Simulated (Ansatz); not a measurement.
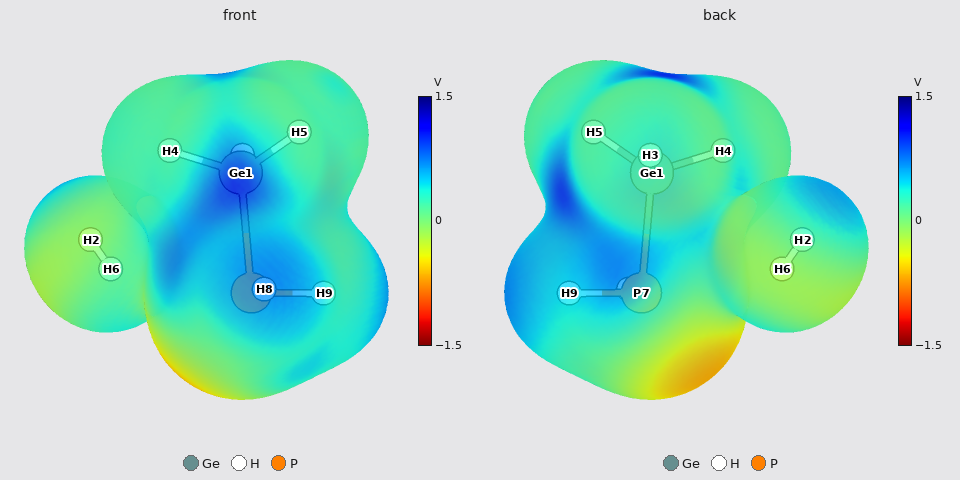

Figure. GeH₅P···H₂. The molecular electrostatic potential painted on the density surface at 0.002 e/bohr³, seen from the front and from behind; the colour scale runs from red (negative) to blue (positive).

The product side of a reaction path; geometry: PBE0-D4/def2-TZVP.

Theory: RKS PBE0-D4/def2-TZVPP (Ansatz 0.2.0).

The calculation's input:

```
crystal:
  periodic: [false, false, false]
  atoms:
    - {symbol: Ge, position_ang: [-0.336719, 0.964313, -0.146684]}
    - {symbol: H, position_ang: [-1.878075, -2.392428, -0.292634]}
    - {symbol: H, position_ang: [-0.870489, 0.559417, -1.529636]}
    - {symbol: H, position_ang: [-1.442661, 0.756981, 0.900048]}
    - {symbol: H, position_ang: [0.064684, 2.448878, -0.172722]}
    - {symbol: H, position_ang: [-1.157997, -2.437875, -0.099171]}
    - {symbol: P, position_ang: [1.432807, -0.441079, 0.385374]}
    - {symbol: H, position_ang: [1.861922, 0.356971, 1.479343]}
    - {symbol: H, position_ang: [2.326627, 0.184923, -0.524019]}
basis:
  gaussian: {orbitals: def2-TZVPP}
hamiltonian: {xc: pbe0, dispersion: d4}
output: {orbitals: {seedname: orbitals}}
```

Launched as:

```sh
ansatz run in.yaml --threads 2 --pin off --events-out ev --progress --plain --max-ram 4352MiB
```

Q: Describe the electrostatic potential map.

A: The most negative region (about −0.7 V) lies over P7, the most positive (about +1.0 V) over Ge1.
